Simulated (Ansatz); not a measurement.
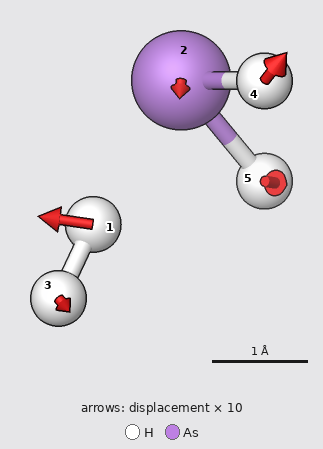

This is a constrained relaxation of AsH₄ (multiplicity 2). The starting structure is drawn; red arrows show the displacements, magnified 10 times. The two geometries are superimposed by the best rigid fit.

A ball-and-stick model, seen from a free direction.

The reaction that was planned forms H1–H3 and breaks H1–As2 (atoms numbered from 1 in input order).

All numbers below come from UKS PBE0-D4/def2-SVP (Ansatz).

The input:
```yaml
crystal:
  periodic: [false, false, false]
  atoms:
    - {symbol: H, position_ang: [-0.291000, -0.854200, -0.519200]}
    - {symbol: As, position_ang: [0.444000, 0.978000, -0.354400]}
    - {symbol: H, position_ang: [-0.667800, -1.750900, -0.502200]}
    - {symbol: H, position_ang: [-0.710800, 1.213700, 0.576400]}
    - {symbol: H, position_ang: [1.225600, 0.413300, 0.799300]}
basis:
  gaussian: {orbitals: def2-SVP}
magnetization: {spin_polarized: true, initial_magnetization: 1}
hamiltonian: {xc: pbe0, dispersion: d4}
relax: {f_tol: 0.08, max_steps: 120, escape_saddle: false, constraints: [{distance: [0, 2]}, {distance: [0, 1]}]}
```

Launched with:
```bash
ansatz run in.yaml --threads 2 --pin off --events-out ev --progress --plain --max-ram 4352MiB
```

> Atoms of which element are displaced furthest, and by how much?

Hydrogen: up to 0.060 Å, against 0.023 Å for arsenic.

> What did the optimiser do to the structure, and how much energy did it gain?

H1 moves most after the best rigid fit: 0.060 Å. By element the largest moves are H 0.060 Å, As 0.023 Å. Near-neighbour distances that change, for instance: As2–H4 1.502 → 1.528 Å. The energy falls by 0.020 eV in 2 geometry steps. Largest force component: 0.49 eV/Å at the start, 0.019 eV/Å at the end.
